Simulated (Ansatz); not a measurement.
The coordinates of a crystal:

```yaml
crystal:
  lattice:
    - [8.61422, 0.00000, 0.00000]
    - [0.00000, 4.26882, 0.00000]
    - [0.00000, 0.00000, 8.72885]
  atoms:
    - { symbol: Br, position: [0.50000, 0.14142, 0.61851] }
    - { symbol: Br, position: [0.50000, 0.85858, 0.38149] }
    - { symbol: Br, position: [0.50000, 0.64142, 0.88149] }
    - { symbol: Br, position: [0.50000, 0.35858, 0.11851] }
    - { symbol: Br, position: [0.00000, 0.64142, 0.61851] }
    - { symbol: Br, position: [0.00000, 0.35858, 0.38149] }
    - { symbol: Br, position: [0.00000, 0.14142, 0.88149] }
    - { symbol: Br, position: [0.00000, 0.85858, 0.11851] }
```

Question: What does this file describe?

Answer: The element is bromine. The structure has Cmce (No. 64) symmetry and a base-centred orthorhombic lattice. The cell holds eight atoms. Br bonds to one Br at 2.40 Å. The bonds build separate Br2 groups.

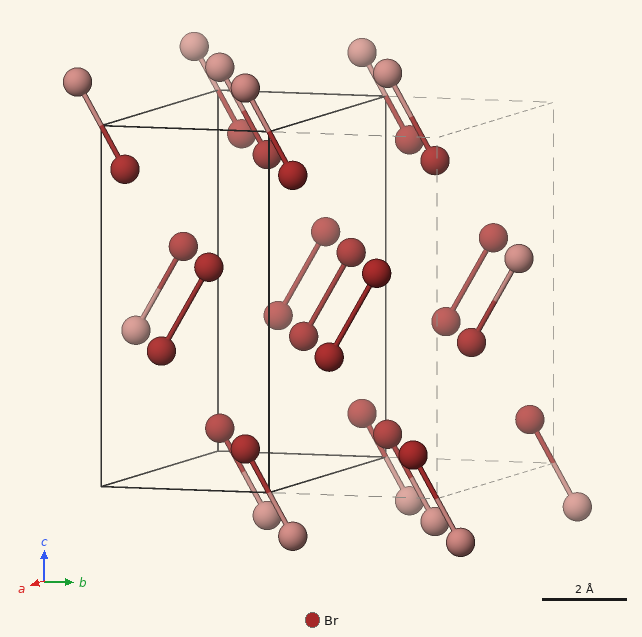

Drawn in the ball-and-stick manner and seen slightly off an axis. The solid frame is a single conventional unit cell within a 1×2×1 block. Bonds that leave the box are completed with the atoms at their other ends, in fainter colours. Colours: bromine red.

The initial geometry was a structure type known for this element. It was relaxed at fixed volume with Ansatz 0.2.0, DFT PBE, spin-orbit coupling, plane waves, PAW.
